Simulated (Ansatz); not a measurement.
# BSiH₃ (triplet): wB97M-V, B2PLYP, RPA-PBE over vertical spin and charge gaps and displaced geometries, cc-pVDZ

Aim: run BSiH₃ (triplet) with these functionals over vertical spin and charge gaps and displaced geometries, and hold them against the top wave-function level at the same points.

Computed with Ansatz 0.2.0, Gaussian basis. Level: cc-pVDZ, all electrons in the functionals, frozen cores in the correlation of double hybrids and RPA.

The runs, in order: wB97M-V, B2PLYP, RPA-PBE, at charge 0, triplet; charge 0, singlet; charge 0, quintet; charge 1, doublet; charge 1, quartet; displaced geometry v1; displaced geometry v2.

29 further runs of the same task are left out: 2 for a known fault of the program, 8 that didn't finish, 19 set aside as unsound or not needed.

## (1) What is computed

The geometry is a PBE0/def2-TZVP stationary point (not a proven minimum).

5 atoms, charge 0, spin multiplicity 3.

Atoms are counted from 1 here; the program's logs count them from 0.

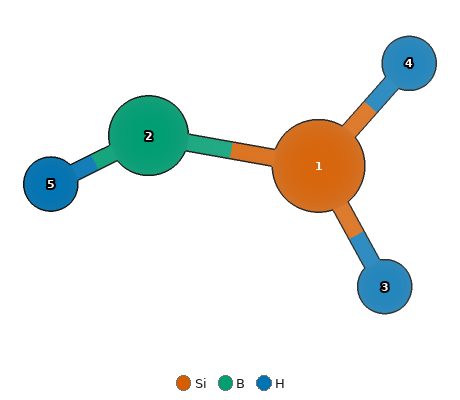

The structure; silicon orange, boron teal, hydrogen blue; atoms are numbered from 1 in the order of the file.

No dispersion term is added; wB97M-V holds VV10 nonlocal correlation.

The geometry shown and the zero of energy belong to the point charge 0, triplet. The yardstick, UCCSDT(Q), and other wave-function levels (R restricted, U unrestricted, valence and pair active spaces) come from earlier runs.

## (2) wB97M-V, charge 0, triplet

The input, in.yaml:

```yaml
crystal:
  periodic: [false, false, false]
  atoms:
    - {symbol: Si, position_ang: [0.000000, 0.028764, 0.511008]}
    - {symbol: B, position_ang: [0.000000, -0.129527, -1.361590]}
    - {symbol: H, position_ang: [0.000000, 1.263163, 1.346633]}
    - {symbol: H, position_ang: [0.000000, -1.163262, 1.392206]}
    - {symbol: H, position_ang: [0.000000, 0.487893, -2.373513]}
basis:
  gaussian: {orbitals: cc-pVDZ}
magnetization: {spin_polarized: true, initial_magnetization: 2}
hamiltonian: {xc: {name: wB97M-V}}
output: {forces: true, orbitals: {seedname: orbitals}}
```

Command:

```console
> ansatz run in.yaml --threads 1 --pin off --events-out ev --progress --plain --max-ram 2393MiB
```

The log of the run, shortened:

```text
Functional definition: wB97M-V
  name "wB97M-V"
  cite "Mardirossian & Head-Gordon, J. Chem. Phys. 144, 214110 (2016) doi:10.1063/1.4952647"
  cite "Becke, J. Chem. Phys. 107, 8554 (1997) doi:10.1063/1.475007"
  cite "Vydrov & Van Voorhis, J. Chem. Phys. 133, 244103 (2010) doi:10.1063/1.3521275"
  # Of w^i u^j: cxij and so on, Table III.
[...]
  gx(w, u) = 1 - cx + cx01*u + cx10*w
  gss(w, u) = css00 + css04*u^4 + css10*w + css20*w^2 + css43*w^4*u^3
  gos(w, u) = cos00 + cos10*w + (cos20 + cos21*u)*w^2 + (cos60 + cos61*u)*w^6
[...]
      + integral(e_c_pw_mod_opposite_spin*gos(b97_w_opposite, b97_u_opposite)) + vv10(b, c)
446 factors; integrals over basis functions are off by at most 1.2e-3 eV
169 factors; integrals over basis functions are off by at most 1.1e-5 eV
[...]
mean field -8597.35112674 eV, -315.9468264139 hartree, gradient 3.0e-5 eV, S^2 2.002656; 0 other end points of the search recorded, 0 dependent functions left out
[...]
reference -8597.35116175 eV, -315.9468277003 hartree; 12, 10 occupied and 35, 37 virtual orbitals, 446 factors
Total energy: -8597.35116175 eV, -315.9468277003 hartree
Atom 0 at     0.000000     0.028764     0.511008 Å, force    -0.000000    -0.029891     0.022255 eV/Å
Atom 1 at     0.000000    -0.129527    -1.361590 Å, force     0.000000    -0.057108     0.042403 eV/Å
Atom 2 at     0.000000     1.263163     1.346633 Å, force     0.000000     0.076530     0.041159 eV/Å
Atom 3 at     0.000000    -1.163262     1.392206 Å, force    -0.000000    -0.066610     0.063988 eV/Å
Atom 4 at     0.000000     0.487893    -2.373513 Å, force    -0.000000     0.077078    -0.169805 eV/Å
Dipole moment:     0.000000     0.084084     0.245670 e Å
```

Wall time 7 s (1 thread of Arm Neoverse V1, shared host).

From the report: ⟨S²⟩ of the determinant 2.003 (pure triplet: 2.00).

## (3) wB97M-V, charge 0, singlet

Changes to in.yaml since step 2:

```diff
@@ -10,3 +10,3 @@
   gaussian: {orbitals: cc-pVDZ}
-magnetization: {spin_polarized: true, initial_magnetization: 2}
+magnetization: {spin_polarized: true, initial_magnetization: 0}
 hamiltonian: {xc: {name: wB97M-V}}
```

The command is unchanged.

The log of the run, shortened:

```text
Functional definition: wB97M-V
  name "wB97M-V"
  cite "Mardirossian & Head-Gordon, J. Chem. Phys. 144, 214110 (2016) doi:10.1063/1.4952647"
  cite "Becke, J. Chem. Phys. 107, 8554 (1997) doi:10.1063/1.475007"
  cite "Vydrov & Van Voorhis, J. Chem. Phys. 133, 244103 (2010) doi:10.1063/1.3521275"
  # Of w^i u^j: cxij and so on, Table III.
[...]
  gx(w, u) = 1 - cx + cx01*u + cx10*w
  gss(w, u) = css00 + css04*u^4 + css10*w + css20*w^2 + css43*w^4*u^3
  gos(w, u) = cos00 + cos10*w + (cos20 + cos21*u)*w^2 + (cos60 + cos61*u)*w^6
[...]
      + integral(e_c_pw_mod_opposite_spin*gos(b97_w_opposite, b97_u_opposite)) + vv10(b, c)
446 factors; integrals over basis functions are off by at most 1.2e-3 eV
169 factors; integrals over basis functions are off by at most 1.1e-5 eV
[...]
mean field -8597.47782947 eV, -315.9514826534 hartree, gradient 6.0e-6 eV, S^2 0.000000; 3 other end points of the search recorded, 0 dependent functions left out
[...]
reference -8597.47786533 eV, -315.9514839712 hartree; 11, 11 occupied and 36, 36 virtual orbitals, 446 factors
Total energy: -8597.47786533 eV, -315.9514839712 hartree
Atom 0 at     0.000000     0.028764     0.511008 Å, force    -0.000000    -1.163136    -0.699193 eV/Å
Atom 1 at     0.000000    -0.129527    -1.361590 Å, force     0.000000     1.952909     1.937231 eV/Å
Atom 2 at     0.000000     1.263163     1.346633 Å, force     0.000000     0.134558    -0.522005 eV/Å
Atom 3 at     0.000000    -1.163262     1.392206 Å, force    -0.000000    -0.088442    -0.041423 eV/Å
Atom 4 at     0.000000     0.487893    -2.373513 Å, force    -0.000000    -0.835889    -0.674610 eV/Å
Dipole moment:     0.000000    -0.039190    -0.073509 e Å
```

Run time: 12 s. Hardware: 1 thread of Arm Neoverse V1, shared host.

From the report: ⟨S²⟩ of the determinant 0.000 (pure singlet: 0.00).

From charge 0, triplet: -2.9 kcal/mol.

## (4) wB97M-V, charge 0, quintet

Changes to in.yaml since step 3:

```diff
@@ -10,4 +10,4 @@
   gaussian: {orbitals: cc-pVDZ}
-magnetization: {spin_polarized: true, initial_magnetization: 0}
+magnetization: {spin_polarized: true, initial_magnetization: 4}
 hamiltonian: {xc: {name: wB97M-V}}
-output: {forces: true, orbitals: {seedname: orbitals}}
+output: {orbitals: {seedname: orbitals}}
```

Same command.

The log of the run, shortened:

```text
Functional definition: wB97M-V
  name "wB97M-V"
  cite "Mardirossian & Head-Gordon, J. Chem. Phys. 144, 214110 (2016) doi:10.1063/1.4952647"
  cite "Becke, J. Chem. Phys. 107, 8554 (1997) doi:10.1063/1.475007"
  cite "Vydrov & Van Voorhis, J. Chem. Phys. 133, 244103 (2010) doi:10.1063/1.3521275"
  # Of w^i u^j: cxij and so on, Table III.
[...]
  gx(w, u) = 1 - cx + cx01*u + cx10*w
  gss(w, u) = css00 + css04*u^4 + css10*w + css20*w^2 + css43*w^4*u^3
  gos(w, u) = cos00 + cos10*w + (cos20 + cos21*u)*w^2 + (cos60 + cos61*u)*w^6
[...]
      + integral(e_c_pw_mod_opposite_spin*gos(b97_w_opposite, b97_u_opposite)) + vv10(b, c)
446 factors; integrals over basis functions are off by at most 1.2e-3 eV
169 factors; integrals over basis functions are off by at most 1.1e-5 eV
[...]
mean field -8591.31281605 eV, -315.7249225889 hartree, gradient 6.7e-5 eV, S^2 6.001847; 0 other end points of the search recorded, 0 dependent functions left out
reference -8591.31285043 eV, -315.7249238523 hartree; 13, 9 occupied and 34, 38 virtual orbitals, 446 factors
Total energy: -8591.31285043 eV, -315.7249238523 hartree
```

Run time: 7 s. Hardware: 1 thread of Arm Neoverse V1, shared host.

From the report: ⟨S²⟩ of the determinant 6.002 (pure quintet: 6.00).

From charge 0, triplet: +139.2 kcal/mol.

## (5) wB97M-V, charge 1, doublet

Changes to in.yaml since step 4:

```diff
@@ -10,3 +10,4 @@
   gaussian: {orbitals: cc-pVDZ}
-magnetization: {spin_polarized: true, initial_magnetization: 4}
+total_charge: 1
+magnetization: {spin_polarized: true, initial_magnetization: 1}
 hamiltonian: {xc: {name: wB97M-V}}
```

The command is unchanged.

The log of the run, shortened:

```text
Functional definition: wB97M-V
  name "wB97M-V"
  cite "Mardirossian & Head-Gordon, J. Chem. Phys. 144, 214110 (2016) doi:10.1063/1.4952647"
  cite "Becke, J. Chem. Phys. 107, 8554 (1997) doi:10.1063/1.475007"
  cite "Vydrov & Van Voorhis, J. Chem. Phys. 133, 244103 (2010) doi:10.1063/1.3521275"
  # Of w^i u^j: cxij and so on, Table III.
[...]
  gx(w, u) = 1 - cx + cx01*u + cx10*w
  gss(w, u) = css00 + css04*u^4 + css10*w + css20*w^2 + css43*w^4*u^3
  gos(w, u) = cos00 + cos10*w + (cos20 + cos21*u)*w^2 + (cos60 + cos61*u)*w^6
[...]
      + integral(e_c_pw_mod_opposite_spin*gos(b97_w_opposite, b97_u_opposite)) + vv10(b, c)
446 factors; integrals over basis functions are off by at most 1.2e-3 eV
169 factors; integrals over basis functions are off by at most 1.1e-5 eV
[...]
mean field -8589.60440721 eV, -315.6621397218 hartree, gradient 1.2e-5 eV, S^2 0.751862; 1 other end points of the search recorded, 0 dependent functions left out
reference -8589.60444329 eV, -315.6621410478 hartree; 11, 10 occupied and 36, 37 virtual orbitals, 446 factors
Total energy: -8589.60444329 eV, -315.6621410478 hartree
```

It took 7 s on 1 thread of Arm Neoverse V1, shared host.

From the report: ⟨S²⟩ of the determinant 0.752 (pure doublet: 0.75).

From charge 0, triplet: +178.6 kcal/mol.

## (6) wB97M-V, charge 1, quartet

Changes to in.yaml since step 5:

```diff
@@ -11,4 +11,4 @@
 total_charge: 1
-magnetization: {spin_polarized: true, initial_magnetization: 1}
+magnetization: {spin_polarized: true, initial_magnetization: 3}
 hamiltonian: {xc: {name: wB97M-V}}
-output: {orbitals: {seedname: orbitals}}
+output: {forces: true, orbitals: {seedname: orbitals}}
```

The command is unchanged.

The log of the run, shortened:

```text
Functional definition: wB97M-V
  name "wB97M-V"
  cite "Mardirossian & Head-Gordon, J. Chem. Phys. 144, 214110 (2016) doi:10.1063/1.4952647"
  cite "Becke, J. Chem. Phys. 107, 8554 (1997) doi:10.1063/1.475007"
  cite "Vydrov & Van Voorhis, J. Chem. Phys. 133, 244103 (2010) doi:10.1063/1.3521275"
  # Of w^i u^j: cxij and so on, Table III.
[...]
  gx(w, u) = 1 - cx + cx01*u + cx10*w
  gss(w, u) = css00 + css04*u^4 + css10*w + css20*w^2 + css43*w^4*u^3
  gos(w, u) = cos00 + cos10*w + (cos20 + cos21*u)*w^2 + (cos60 + cos61*u)*w^6
[...]
      + integral(e_c_pw_mod_opposite_spin*gos(b97_w_opposite, b97_u_opposite)) + vv10(b, c)
446 factors; integrals over basis functions are off by at most 1.2e-3 eV
169 factors; integrals over basis functions are off by at most 1.1e-5 eV
[...]
mean field -8585.50859055 eV, -315.5116212361 hartree, gradient 1.0e-5 eV, S^2 3.752333; 2 other end points of the search recorded, 0 dependent functions left out
[...]
reference -8585.50862559 eV, -315.5116225238 hartree; 12, 9 occupied and 35, 38 virtual orbitals, 446 factors
Total energy: -8585.50862559 eV, -315.5116225238 hartree
Atom 0 at     0.000000     0.028764     0.511008 Å, force    -0.000000     1.567991     2.140102 eV/Å
Atom 1 at     0.000000    -0.129527    -1.361590 Å, force     0.000000    -2.235206    -0.324032 eV/Å
Atom 2 at     0.000000     1.263163     1.346633 Å, force    -0.000000     0.290374    -0.456875 eV/Å
Atom 3 at     0.000000    -1.163262     1.392206 Å, force    -0.000000    -0.966023    -0.508875 eV/Å
Atom 4 at     0.000000     0.487893    -2.373513 Å, force    -0.000000     1.342864    -0.850320 eV/Å
Dipole moment:     0.000000     0.056049    -0.063243 e Å
```

Run time: 9.5 s. Hardware: 1 thread of Arm Neoverse V1, shared host.

From the report: ⟨S²⟩ of the determinant 3.752 (pure quartet: 3.75).

From charge 0, triplet: +273.1 kcal/mol.

## (7) wB97M-V, displaced geometry v1

The input, in.yaml:

```yaml
crystal:
  periodic: [false, false, false]
  atoms:
    - {symbol: Si, position_ang: [0.002777, 0.032445, 0.517568]}
    - {symbol: B, position_ang: [0.001943, -0.141989, -1.366183]}
    - {symbol: H, position_ang: [0.049907, 1.310011, 1.299426]}
    - {symbol: H, position_ang: [-0.052869, -1.179228, 1.374802]}
    - {symbol: H, position_ang: [-0.095254, 0.488107, -2.442407]}
basis:
  gaussian: {orbitals: cc-pVDZ}
magnetization: {spin_polarized: true, initial_magnetization: 2}
hamiltonian: {xc: {name: wB97M-V}}
output: {orbitals: {seedname: orbitals}}
```

Launched as before.

The log of the run, shortened:

```text
Functional definition: wB97M-V
  name "wB97M-V"
  cite "Mardirossian & Head-Gordon, J. Chem. Phys. 144, 214110 (2016) doi:10.1063/1.4952647"
  cite "Becke, J. Chem. Phys. 107, 8554 (1997) doi:10.1063/1.475007"
  cite "Vydrov & Van Voorhis, J. Chem. Phys. 133, 244103 (2010) doi:10.1063/1.3521275"
  # Of w^i u^j: cxij and so on, Table III.
[...]
  gx(w, u) = 1 - cx + cx01*u + cx10*w
  gss(w, u) = css00 + css04*u^4 + css10*w + css20*w^2 + css43*w^4*u^3
  gos(w, u) = cos00 + cos10*w + (cos20 + cos21*u)*w^2 + (cos60 + cos61*u)*w^6
[...]
      + integral(e_c_pw_mod_opposite_spin*gos(b97_w_opposite, b97_u_opposite)) + vv10(b, c)
446 factors; integrals over basis functions are off by at most 1.2e-3 eV
169 factors; integrals over basis functions are off by at most 1.1e-5 eV
[...]
mean field -8597.29840289 eV, -315.9448888481 hartree, gradient 4.5e-5 eV, S^2 2.002835; 0 other end points of the search recorded, 0 dependent functions left out
reference -8597.29843799 eV, -315.9448901379 hartree; 12, 10 occupied and 35, 37 virtual orbitals, 446 factors
Total energy: -8597.29843799 eV, -315.9448901379 hartree
```

It took 6.5 s on 1 thread of Arm Neoverse V1, shared host.

From the report: ⟨S²⟩ of the determinant 2.003 (pure triplet: 2.00).

From charge 0, triplet: +1.2 kcal/mol.

## (8) wB97M-V, displaced geometry v2

The input, in.yaml:

```yaml
crystal:
  periodic: [false, false, false]
  atoms:
    - {symbol: Si, position_ang: [0.047367, 0.031457, 0.509370]}
    - {symbol: B, position_ang: [-0.117507, -0.118460, -1.351634]}
    - {symbol: H, position_ang: [-0.040886, 1.241806, 1.348408]}
    - {symbol: H, position_ang: [0.042222, -1.239888, 1.412195]}
    - {symbol: H, position_ang: [-0.060836, 0.392133, -2.456407]}
basis:
  gaussian: {orbitals: cc-pVDZ}
magnetization: {spin_polarized: true, initial_magnetization: 2}
hamiltonian: {xc: {name: wB97M-V}}
output: {forces: true, orbitals: {seedname: orbitals}}
```

Same command.

The log of the run, shortened:

```text
Functional definition: wB97M-V
  name "wB97M-V"
  cite "Mardirossian & Head-Gordon, J. Chem. Phys. 144, 214110 (2016) doi:10.1063/1.4952647"
  cite "Becke, J. Chem. Phys. 107, 8554 (1997) doi:10.1063/1.475007"
  cite "Vydrov & Van Voorhis, J. Chem. Phys. 133, 244103 (2010) doi:10.1063/1.3521275"
  # Of w^i u^j: cxij and so on, Table III.
[...]
  gx(w, u) = 1 - cx + cx01*u + cx10*w
  gss(w, u) = css00 + css04*u^4 + css10*w + css20*w^2 + css43*w^4*u^3
  gos(w, u) = cos00 + cos10*w + (cos20 + cos21*u)*w^2 + (cos60 + cos61*u)*w^6
[...]
      + integral(e_c_pw_mod_opposite_spin*gos(b97_w_opposite, b97_u_opposite)) + vv10(b, c)
446 factors; integrals over basis functions are off by at most 1.3e-3 eV
169 factors; integrals over basis functions are off by at most 1.2e-5 eV
[...]
mean field -8597.27358762 eV, -315.9439769037 hartree, gradient 4.6e-5 eV, S^2 2.002911; 0 other end points of the search recorded, 0 dependent functions left out
[...]
reference -8597.27362280 eV, -315.9439781964 hartree; 12, 10 occupied and 35, 37 virtual orbitals, 446 factors
Total energy: -8597.27362280 eV, -315.9439781964 hartree
Atom 0 at     0.047367     0.031457     0.509370 Å, force    -0.239779    -1.191151     0.485511 eV/Å
Atom 1 at    -0.117507    -0.118460    -1.351634 Å, force     0.306424     0.217117    -0.732004 eV/Å
Atom 2 at    -0.040886     1.241806     1.348408 Å, force     0.082871     0.273436     0.227154 eV/Å
Atom 3 at     0.042222    -1.239888     1.412195 Å, force     0.024459     0.934067    -0.594009 eV/Å
Atom 4 at    -0.060836     0.392133    -2.456407 Å, force    -0.173975    -0.233468     0.613347 eV/Å
Dipole moment:     0.024772     0.098455     0.232997 e Å
```

It took 8 s on 1 thread of Arm Neoverse V1, shared host.

From the report: ⟨S²⟩ of the determinant 2.003 (pure triplet: 2.00).

From charge 0, triplet: +1.8 kcal/mol.

## (9) B2PLYP, charge 0, triplet

The input, in.yaml:

```yaml
crystal:
  periodic: [false, false, false]
  atoms:
    - {symbol: Si, position_ang: [0.000000, 0.028764, 0.511008]}
    - {symbol: B, position_ang: [0.000000, -0.129527, -1.361590]}
    - {symbol: H, position_ang: [0.000000, 1.263163, 1.346633]}
    - {symbol: H, position_ang: [0.000000, -1.163262, 1.392206]}
    - {symbol: H, position_ang: [0.000000, 0.487893, -2.373513]}
basis:
  gaussian: {orbitals: cc-pVDZ}
magnetization: {spin_polarized: true, initial_magnetization: 2}
hamiltonian: {xc: {name: B2PLYP}}
correlation: {electrons: outside_noble_gas}
```

Same command.

The log of the run, shortened:

```text
Functional definition: B2PLYP
  name "B2PLYP"
  cite "Grimme, J. Chem. Phys. 124, 034108 (2006) doi:10.1063/1.2148954"
  cite "Becke, Phys. Rev. A 38, 3098 (1988) doi:10.1103/PhysRevA.38.3098"
  cite "Lee, Yang & Parr, Phys. Rev. B 37, 785 (1988) doi:10.1103/PhysRevB.37.785"
[...]
446 factors; integrals over basis functions are off by at most 1.2e-3 eV
[...]
mean field -8592.83421151 eV, -315.7808328409 hartree, gradient 1.3e-6 eV, S^2 2.006482; 0 other end points of the search recorded, 0 dependent functions left out
6 core orbitals not correlated: weight in the atoms' cores, before any rotation towards them, 1.000 or more for the frozen orbitals, at most 0.000 for the correlated occupied ones
reference -8592.83434867 eV, -315.7808378811 hartree; 6, 4 occupied and 35, 37 virtual orbitals, 446 factors
second order -5.14760272 eV of doubles, -0.00000000 eV of singles
Total energy: -8594.22420140 eV, -315.8319140271 hartree
```

Run time: 1.6 s. Hardware: 1 thread of Arm Neoverse V1, shared host.

From the report: ⟨S²⟩ of the determinant 2.006 (pure triplet: 2.00).

## (10) B2PLYP, charge 0, singlet

Changes to in.yaml since step 9:

```diff
@@ -10,3 +10,3 @@
   gaussian: {orbitals: cc-pVDZ}
-magnetization: {spin_polarized: true, initial_magnetization: 2}
+magnetization: {spin_polarized: true, initial_magnetization: 0}
 hamiltonian: {xc: {name: B2PLYP}}
```

Launched as before.

The log of the run, shortened:

```text
Functional definition: B2PLYP
  name "B2PLYP"
  cite "Grimme, J. Chem. Phys. 124, 034108 (2006) doi:10.1063/1.2148954"
  cite "Becke, Phys. Rev. A 38, 3098 (1988) doi:10.1103/PhysRevA.38.3098"
  cite "Lee, Yang & Parr, Phys. Rev. B 37, 785 (1988) doi:10.1103/PhysRevB.37.785"
[...]
446 factors; integrals over basis functions are off by at most 1.2e-3 eV
[...]
mean field -8592.73118221 eV, -315.7770465837 hartree, gradient 5.6e-8 eV, S^2 0.556081; 8 other end points of the search recorded, 0 dependent functions left out
6 core orbitals not correlated: weight in the atoms' cores, before any rotation towards them, 1.000 or more for the frozen orbitals, at most 0.000 for the correlated occupied ones
reference -8592.73131701 eV, -315.7770515375 hartree; 5, 5 occupied and 36, 36 virtual orbitals, 446 factors
second order -5.76482979 eV of doubles, -0.00000000 eV of singles
Total energy: -8594.28782105 eV, -315.8342520060 hartree
```

Wall time 13 s (1 thread of Arm Neoverse V1, shared host).

From the report: ⟨S²⟩ of the determinant 0.556 (pure singlet: 0.00). The determinant is far from a pure spin state, so its energy mixes those of several spin states (harmless only where they are near-degenerate, as at dissociation).

From charge 0, triplet: -1.5 kcal/mol.

## (11) B2PLYP, charge 0, quintet

Changes to in.yaml since step 10:

```diff
@@ -10,3 +10,3 @@
   gaussian: {orbitals: cc-pVDZ}
-magnetization: {spin_polarized: true, initial_magnetization: 0}
+magnetization: {spin_polarized: true, initial_magnetization: 4}
 hamiltonian: {xc: {name: B2PLYP}}
```

Launched as before.

The log of the run, shortened:

```text
Functional definition: B2PLYP
  name "B2PLYP"
  cite "Grimme, J. Chem. Phys. 124, 034108 (2006) doi:10.1063/1.2148954"
  cite "Becke, Phys. Rev. A 38, 3098 (1988) doi:10.1103/PhysRevA.38.3098"
  cite "Lee, Yang & Parr, Phys. Rev. B 37, 785 (1988) doi:10.1103/PhysRevB.37.785"
[...]
446 factors; integrals over basis functions are off by at most 1.2e-3 eV
[...]
mean field -8586.86943357 eV, -315.5616312947 hartree, gradient 2.0e-6 eV, S^2 6.005717; 0 other end points of the search recorded, 0 dependent functions left out
6 core orbitals not correlated: weight in the atoms' cores, before any rotation towards them, 1.000 or more for the frozen orbitals, at most 0.000 for the correlated occupied ones
reference -8586.86957065 eV, -315.5616363321 hartree; 7, 3 occupied and 34, 38 virtual orbitals, 446 factors
second order -4.97599847 eV of doubles, -0.00000000 eV of singles
Total energy: -8588.21309024 eV, -315.6110097663 hartree
```

Run time: 2 s. Hardware: 1 thread of Arm Neoverse V1, shared host.

From the report: ⟨S²⟩ of the determinant 6.006 (pure quintet: 6.00).

From charge 0, triplet: +138.6 kcal/mol.

## (12) B2PLYP, charge 1, doublet

Changes to in.yaml since step 11:

```diff
@@ -10,3 +10,4 @@
   gaussian: {orbitals: cc-pVDZ}
-magnetization: {spin_polarized: true, initial_magnetization: 4}
+total_charge: 1
+magnetization: {spin_polarized: true, initial_magnetization: 1}
 hamiltonian: {xc: {name: B2PLYP}}
```

Same command.

The log of the run, shortened:

```text
Functional definition: B2PLYP
  name "B2PLYP"
  cite "Grimme, J. Chem. Phys. 124, 034108 (2006) doi:10.1063/1.2148954"
  cite "Becke, Phys. Rev. A 38, 3098 (1988) doi:10.1103/PhysRevA.38.3098"
  cite "Lee, Yang & Parr, Phys. Rev. B 37, 785 (1988) doi:10.1103/PhysRevB.37.785"
[...]
446 factors; integrals over basis functions are off by at most 1.2e-3 eV
[...]
mean field -8585.20233479 eV, -315.5003665445 hartree, gradient 4.1e-6 eV, S^2 0.753956; 2 other end points of the search recorded, 0 dependent functions left out
6 core orbitals not correlated: weight in the atoms' cores, before any rotation towards them, 1.000 or more for the frozen orbitals, at most 0.000 for the correlated occupied ones
reference -8585.20246045 eV, -315.5003711624 hartree; 5, 4 occupied and 36, 37 virtual orbitals, 446 factors
second order -4.69433854 eV of doubles, -0.00000000 eV of singles
Total energy: -8586.46993186 eV, -315.5469498774 hartree
```

Wall time 2.2 s (1 thread of Arm Neoverse V1, shared host).

From the report: ⟨S²⟩ of the determinant 0.754 (pure doublet: 0.75).

From charge 0, triplet: +178.8 kcal/mol.

(Part 1 of 2 ends here.)
